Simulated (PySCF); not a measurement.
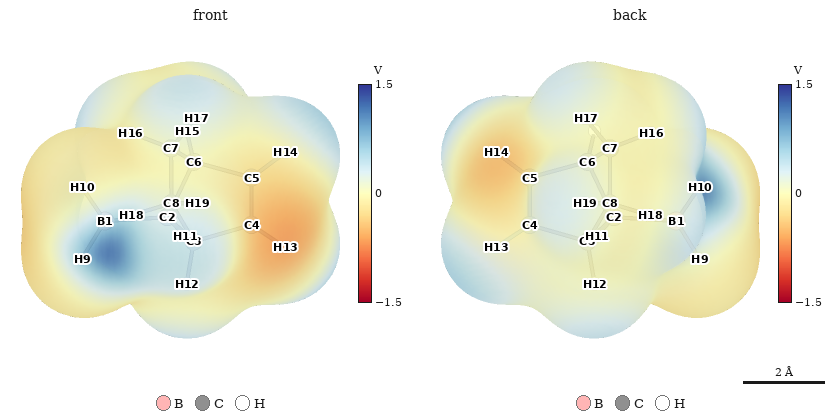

The picture shows: C₇H₁₁B. The molecular electrostatic potential painted on the density surface at 0.001 e/bohr³, seen from the front and from behind; red is negative and blue positive.

Geometry: GFN2-xTB.

The calculation used PBE0/pcSseg-1, SCF density, gas phase, non-relativistic (PySCF 2.14.0).

```yaml
atoms:
  - { symbol: B, position_ang: [2.0058, -1.0681, -0.0826] }
  - { symbol: C, position_ang: [1.0757, 0.1916, -0.0972] }
  - { symbol: C, position_ang: [-0.0597, 0.2827, -1.1375] }
  - { symbol: C, position_ang: [-0.7391, 1.5596, -0.7191] }
  - { symbol: C, position_ang: [-0.6392, 1.6503, 0.6006] }
  - { symbol: C, position_ang: [0.1128, 0.4379, 1.0828] }
  - { symbol: C, position_ang: [-0.8570, -0.7517, 0.8937] }
  - { symbol: C, position_ang: [-0.9834, -0.8531, -0.6378] }
  - { symbol: H, position_ang: [2.2948, -1.5964, -1.0854] }
  - { symbol: H, position_ang: [2.4565, -1.4543, 0.9253] }
  - { symbol: H, position_ang: [1.7496, 1.0539, -0.2092] }
  - { symbol: H, position_ang: [0.2174, 0.2042, -2.1860] }
  - { symbol: H, position_ang: [-1.2615, 2.2127, -1.3946] }
  - { symbol: H, position_ang: [-1.0621, 2.3947, 1.2508] }
  - { symbol: H, position_ang: [0.5485, 0.5053, 2.0768] }
  - { symbol: H, position_ang: [-0.4203, -1.6584, 1.3122] }
  - { symbol: H, position_ang: [-1.8152, -0.5714, 1.3804] }
  - { symbol: H, position_ang: [-0.6249, -1.8164, -1.0002] }
  - { symbol: H, position_ang: [-2.0086, -0.7139, -0.9804] }
```

Describe the electrostatic potential map.

Answer. The most negative region (about −0.6 V, or −14 kcal/mol for a unit charge) lies over the π face of C4 and C5, the most positive (about +1.1 V, or +25 kcal/mol for a unit charge) over B1.

What dipole moment does the calculation give?

Answer. Its dipole moment is 0.35 D.
